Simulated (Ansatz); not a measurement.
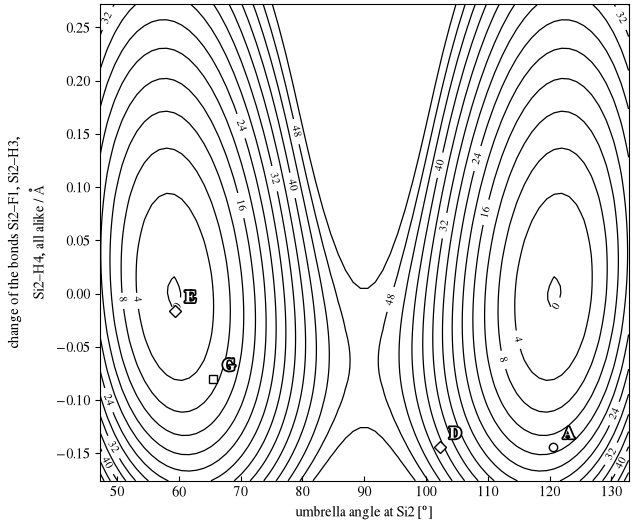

FH2Si, SMILES F[SiH2-], charge −1. 
- The first coordinate is: umbrella angle at Si2 (between each of its bonds and their common axis; 90 is planar); the second: change of the bonds Si2–F1, Si2–H3, Si2–H4, all alike.
- Nothing is relaxed (all other coordinates rigid).
- Grid: 15 × 15 points; 120 points were computed and 105 follow by symmetry.
- Points are written as (first, second).
- Energies are in kcal/mol, from the lowest grid point.
- The restricted reference is unstable at some or all points, so the energies there are unreliable.
- The calculation used Ansatz, RHF-MP2, frozen core/def2-TZVPD.

The picture shows contour lines labelled in kcal/mol (none above 52), lettered points. Between grid points the surface is interpolated.

Is G the lowest point of the computed grid?

No. G lies 6.8 kcal/mol above the lowest grid point, which is at (59.4°, −0.016 Å).

Rank the lettered points by energy, lowest first.

E (0.0 kcal/mol), G (6.8 kcal/mol), A (14.6 kcal/mol), D (37.5 kcal/mol).

What kind of point is each of D, E, G: minimum, saddle, maximum or slope?

D: on a slope; E: minimum; G: on a slope. (In these two coordinates alone; a stationary point may lie a little off the grid point.)
